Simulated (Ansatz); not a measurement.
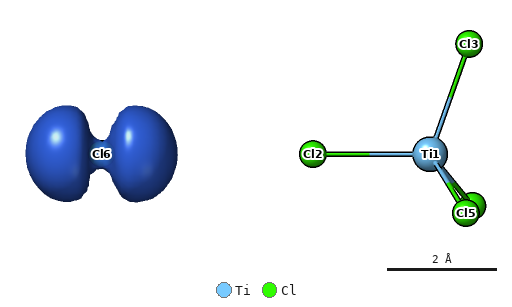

*Cl4Ti···Cl (doublet). Isosurfaces of the spin density (α minus β) at +0.05 (blue) and −0.05 e/Å³ (red), seen across its widest extent.*

Level of theory: UHF/def2-SVP (Ansatz).

```csv
atom,x (Å),y (Å),z (Å)
Ti,0.0005,0.0000,-0.1456
Cl,0.0004,0.0000,2.0249
Cl,2.0436,0.0000,-0.8675
Cl,-1.0211,1.7693,-0.8677
Cl,-1.0211,-1.7693,-0.8677
Cl,0.0000,0.0000,5.9360
```

Question: Describe the spin distribution.

Answer: The unpaired spin (1 electron) lies mostly on Cl6 (about 1.0), in electrons by Hirshfeld's partition. Only one sign reaches the isovalue.
